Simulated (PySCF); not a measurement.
**C$_{2}$H$_{7}$KN, charge +1, SMILES `[K+].CNC`: what the electrons do**

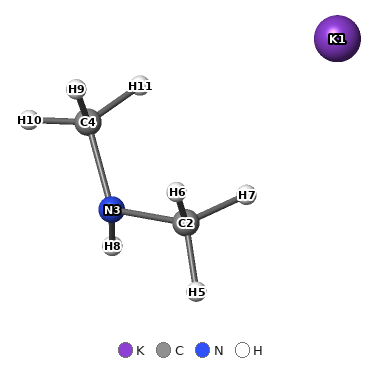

The molecule, with its atoms numbered as below.

Geometry (Å), atoms numbered from 1:

```
K1      -2.3522   -0.0047   -0.0256
C2       1.5688    1.2065    0.1846
N3       2.1275    0.0104   -0.3306
C4       1.6006   -1.2049    0.1819
H5       2.0719    2.0672   -0.2481
H6       1.6947    1.2332    1.2664
H7       0.4653    1.2978   -0.0408
H8       2.1922    0.0113   -1.3427
H9       1.7312   -1.2325    1.2637
H10      2.1263   -2.0494   -0.2550
H11      0.5008   -1.3204   -0.0418
```

Part 1: Bonding charge

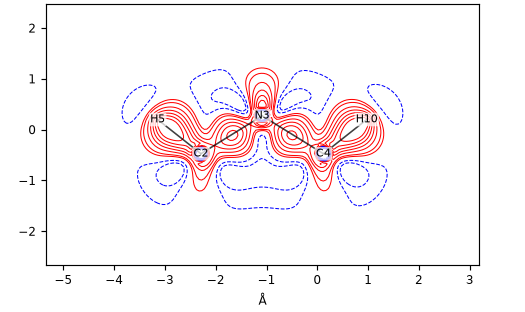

Deformation density (molecule less spherical, spin-averaged free atoms) in the plane of C2, N3, C4, H5 and H10; contours at ±0.05 to ±0.8 e/Å³; solid red lines: gain, dashed blue lines: loss.

Level of theory: HF/def2-SVPD (PySCF), at an unrelaxed start geometry of a pair search.

> Describe the bonding that the map shows.

C4–H10: +0.75 e/Å³ at the bond critical point (bond length 1.09 Å). C2–H5: +0.75 e/Å³ at the bond critical point (bond length 1.09 Å). C2–N3 and N3–C4: +0.42 e/Å³ at the bond critical point (bond length 1.42 Å). In all, 2.0 electrons gather in the regions of gain relative to the promolecule of neutral atoms (the regions of loss give up this much and the cation's charge besides).

Part 2: Bond critical points

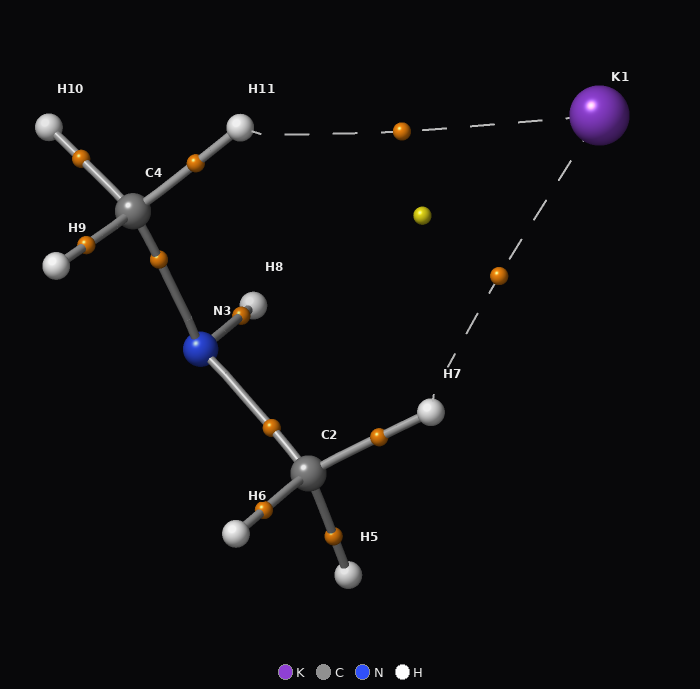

Molecular graph of the electron density (QTAIM): bond paths, bond critical points (orange), ring points (yellow, if any); weak paths are dashed.

> How many critical points of each kind are there, and does the count close?

11 nuclei, 11 bond, 1 ring and 0 cage critical points: 11 − 11 + 1 − 0 = 1, as the Poincaré–Hopf relation requires.

> What does the calculation give at each kind of bond critical point?

```
           bond  length (Å)  ρ (a.u.)  ∇²ρ (a.u.)     ε  H (a.u.)
          N3–H8       1.014     0.344       −1.64  0.06    −0.460
C2–N3 (2 alike)       1.417     0.295       −0.98  0.01    −0.447
         C4–H10       1.086     0.291       −1.16  0.03    −0.328
          C2–H5       1.087     0.291       −1.16  0.03    −0.328
C2–H6 (2 alike)       1.089     0.289       −1.13  0.03    −0.323
         C4–H11       1.128     0.256       −0.85  0.04    −0.262
          C2–H7       1.130     0.255       −0.84  0.04    −0.259
          K1–H7       3.104     0.003       +0.01  0.13    +0.001
         K1–H11       3.142     0.003       +0.01  0.17    +0.001
```

> What kind of interaction is C2–H6?

Shared-shell (covalent): ρ = 0.289, ∇²ρ = −1.13, H = −0.323 a.u.

> Are there bond paths between atoms that aren't covalently bonded?

Yes: K1–H7 (3.10 Å, ρ = 0.003); K1–H11 (3.14 Å, ρ = 0.003).

Part 3: Electrostatic potential

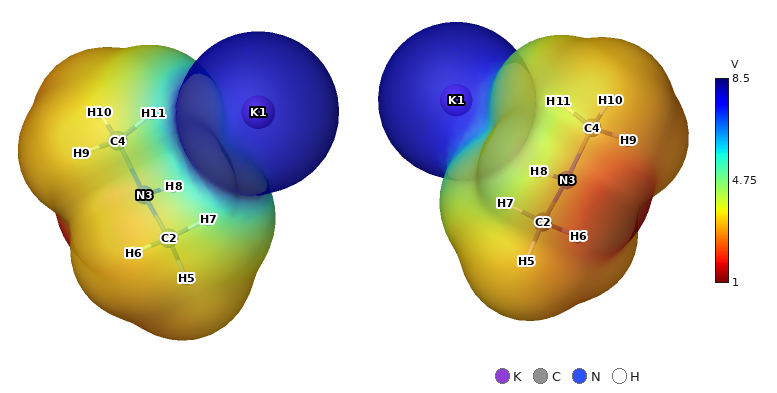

Electrostatic potential on the surface of electron density 0.001 a.u. (back view left, front view right).

> Where are the extremes of the potential on the surface?

Highest: 8.11 V, 1.7 Å from K1. Further maxima include 4.12 V, 1.3 Å from H8. Lowest: 1.14 V, 2.0 Å from N3. The surface is sampled at points, so like sites can differ by a few per cent and only the strongest of them is named.

> What volume does the surface enclose?

About 105 Å³.

The PySCF run shown took 3.6 s on 1 thread of Arm Neoverse N1 (shared host).
